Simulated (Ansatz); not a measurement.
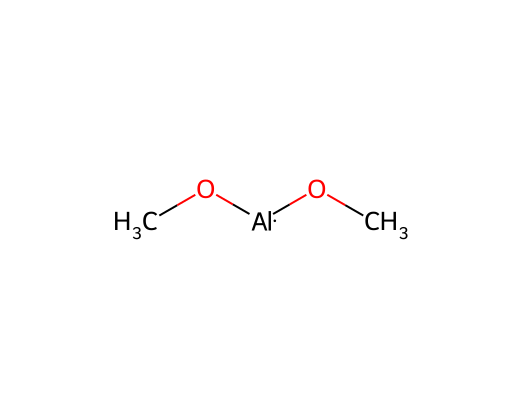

Source: calculation with Ansatz.

Charge 0, doublet.

### Write the SMILES.

C[O][Al][O]C

### What is the molecular formula?

C2H6AlO2.
